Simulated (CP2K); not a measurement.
Consider 1,4-difluorobenzene at its PBE geometry (Å).

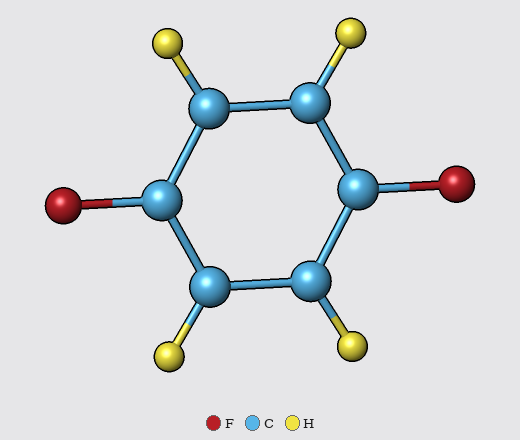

The molecule (fluorine red, carbon blue, hydrogen yellow).

```xyz
12

F     2.7151    0.1811   -0.0912
C     1.3562    0.0911   -0.0460
C     0.6145    1.2674   -0.0161
C    -0.7778    1.1737    0.0313
C    -1.3562   -0.0911    0.0460
F    -2.7151   -0.1811    0.0912
C    -0.6145   -1.2674    0.0161
C     0.7778   -1.1737   -0.0313
H     1.1212    2.2306   -0.0316
H    -1.4104    2.0591    0.0579
H    -1.1212   -2.2306    0.0316
H     1.4104   -2.0591   -0.0579
```

Method: CP2K XAS_TDP, all-electron GAPW, PBEh(45%), aug-cc-pVDZ, TDA, no relativity.

**Question.** Where do the F K-edge lines lie, and how strong are they?

Leading lines: F1 683.69 eV. The leading line of an atom is its first one with 35 % of the strongest within 2.5 eV of its lowest line over the strength cut. 

The first six lines of each atom with a strength over 0.0015:

```
                     atom  energy (eV)  states  strength, one atom
F1 (bonded to C), 2 alike       683.56       1              0.0069
                                683.69       1              0.0289
                                684.69       1              0.0045
                                685.74       1              0.0029
                                686.28       1              0.0024
                                686.38       1              0.0051
```

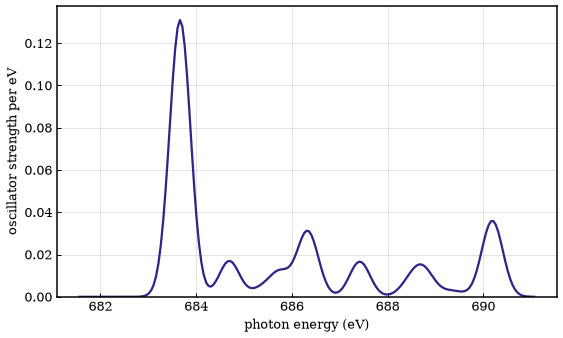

All atoms added, broadened by 0.5 eV.

Lines are vertical, at one geometry, with no vibrational structure. Without a correction of the core level, line positions, and the gaps between valence and Rydberg lines, follow the share of exact exchange. These values hold no scalar relativity, about 0.7 eV for F 1s. Rydberg lines, and the discretised continuum above threshold, depend on the basis and the box.

[Banner, clock and machine lines of the logs are left out without a mark of their own.]

[Logs are printed without paths, hosts, clocks, repeated set-up lines and the standing remarks that a program may print on its own settings, such as how far it seeks lower states.]

[Hosts, paths, dates, database ids (printed as entryN), source tags and the programs' standing remarks are cut or masked in the printed files.]
